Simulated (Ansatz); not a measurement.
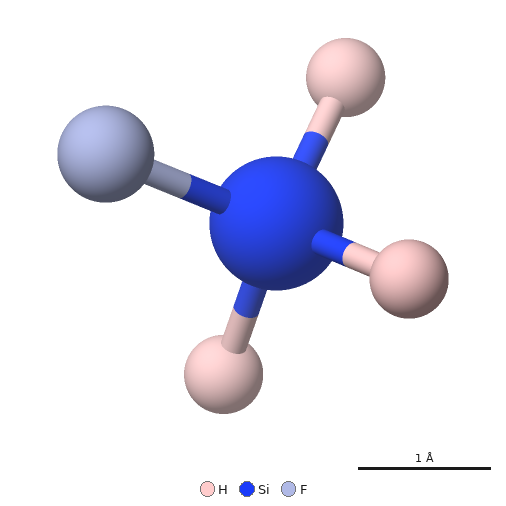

What does the picture show?

The molecule is FH3Si. The point group is C3v. Coordination: 1 Si tetrahedral.

The parts below concern this one geometry. Atoms keep their numbers from picture to picture. Computed geometry: PBE0-D4/def2-TZVP optimisation.

Shape

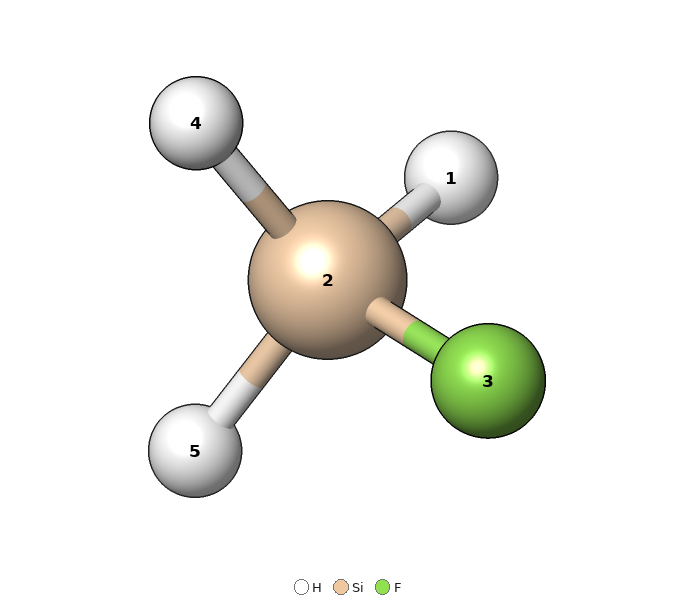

Numbered structure.

Give these bond angles: H1–Si2–F3, H1–Si2–H4.

```tsv
angle	degrees
H1–Si2–F3	108.3
H1–Si2–H4	110.6
```

Dipole moment

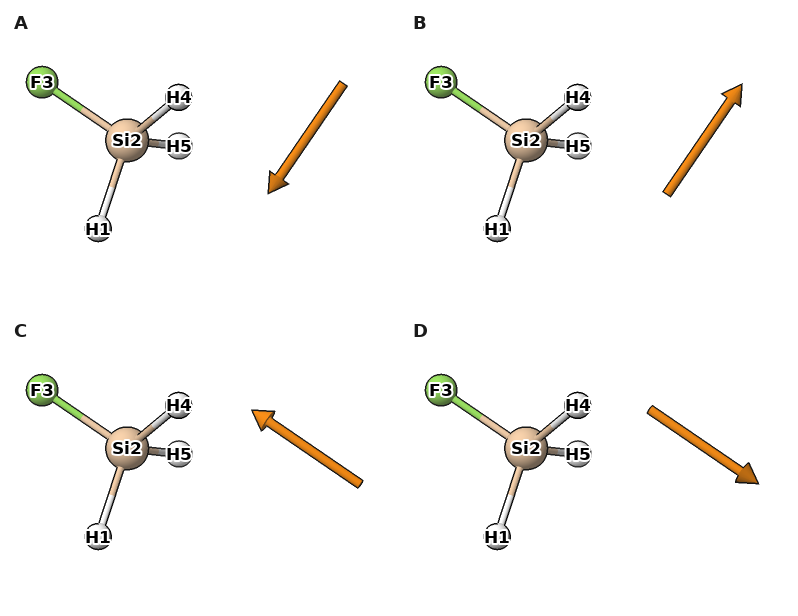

The same molecule four times, each with an arrow. Properties computed with RKS PBE0-D4/def2-TZVP (Ansatz 0.2.0).

Which arrow points along the dipole moment, from the negative to the positive end?

D. The dipole moment is 1.27 D; it points from the side of F3 to the side of H1, H4, H5 (the outermost atoms at the two ends).

Thermal motion

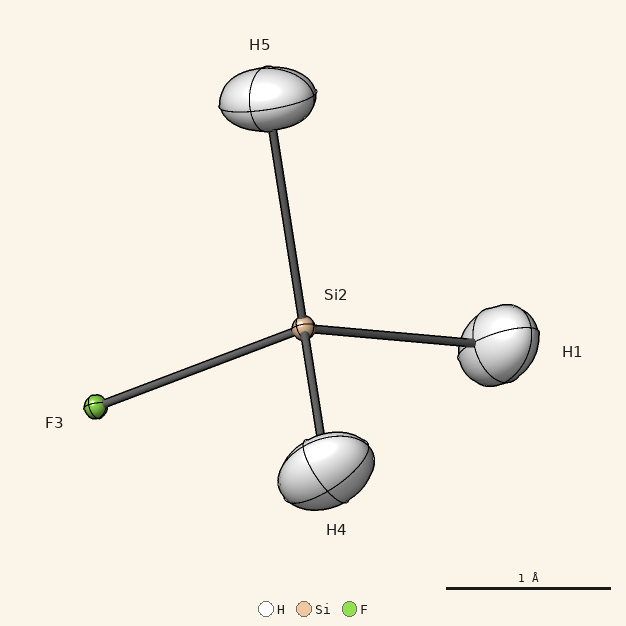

Displacement ellipsoids at the 50 % level, enlarged 1.5 times, from the internal vibrations of the free molecule (harmonic, no overall translation or rotation; no half-axis is drawn under 0.075 Å). Vibrations computed with RKS PBE0-D4/def2-TZVP (Ansatz 0.2.0). Temperature: 0 K (zero-point motion alone).

Give the displacement parameters, one line for each set of equivalent atoms.

```tsv
atom	U_eq (Å²)	rms amplitudes (Å)
H1, H4, H5	0.0123	0.085, 0.104, 0.137
Si2	0.00017	0.011, 0.011, 0.017
F3	0.00026	0.009, 0.009, 0.025
```

Charges

The questions are on Mulliken charges. Method: RKS PBE0-D4/def2-TZVP (Ansatz 0.2.0).

List the Mulliken charges.

```
atom  value (e)
  H1      −0.03
 Si2       0.41
  F3      −0.32
  H4      −0.03
  H5      −0.03
```

Mulliken values depend strongly on the basis set and can even reverse the polarity of a bond.
